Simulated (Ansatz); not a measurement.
Base system: GaN in the wurtzite structure (space group P6_3mc, No. 186; a = 3.183 Å, c = 5.184 Å).

One thing is altered: a fraction x = 0.5 of the Ga sites is given to Al, ordered in a cell of 12 atoms (starting symmetry P3m1) and fully relaxed.

Calculations: Ansatz (a quantum-chemistry and plane-wave program), r2SCAN, PAW, cutoff 500 eV, scalar-relativistic without spin-orbit coupling.

The zone is the changed cell's own and can be folded.

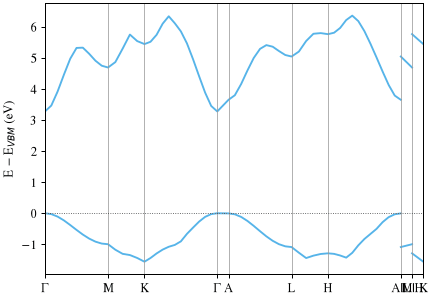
Highest valence and lowest conduction band along the path of the changed cell's own zone

The gap is 3.28 eV, direct at Γ; the base has 2.35 eV.

Each cell is one ordered arrangement of few atoms, which overstates ordering effects compared with a random alloy. Whether these cells are dynamically stable was not tested. k-point labels follow each cell's own Brillouin zone.
